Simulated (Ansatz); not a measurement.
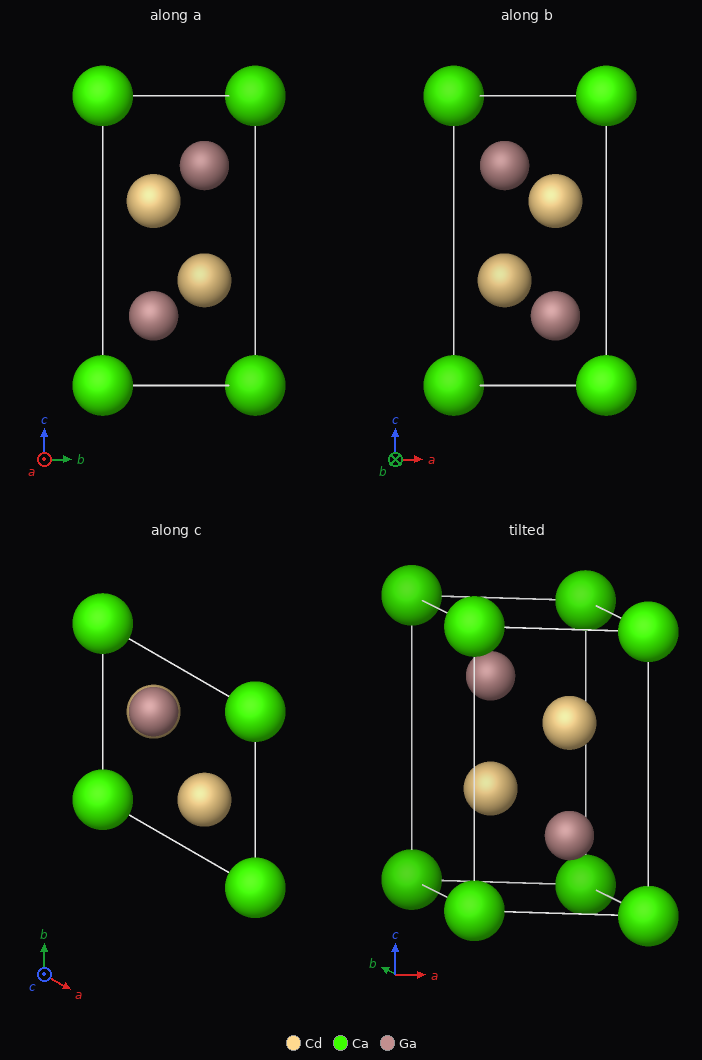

Shown here is a spheres-only view of the crystal, taken along the a axis, along the b axis, along the c axis and slightly off an axis. The lines enclose the conventional unit cell; boundary atoms appear with their images.

Lattice parameters: a = 4.333 Å, b = 4.333 Å, c = 7.122 Å, α = 90.00°, β = 90.00°, γ = 120.00°.

### Record the structure as a table of Wyckoff sites, with free fractional coordinates to two decimals.

Space group P-3m1 (No. 164).
```csv
atom,site,x,y,z
Cd,2d,0.6667,0.3333,0.64
Ca,1a,0.00,0.00,0.00
Ga,2d,0.6667,0.3333,0.24
```

The model is a generated cell, made by putting these elements into a known structure type (the compound may or may not exist in this form); its atoms and cell weren't optimised. An electronic-structure calculation with Ansatz was run on it.

At this level of theory the cell isn't at rest (compressed, at 5 GPa), so its distances can differ from those at equilibrium, the more so the softer the solid.
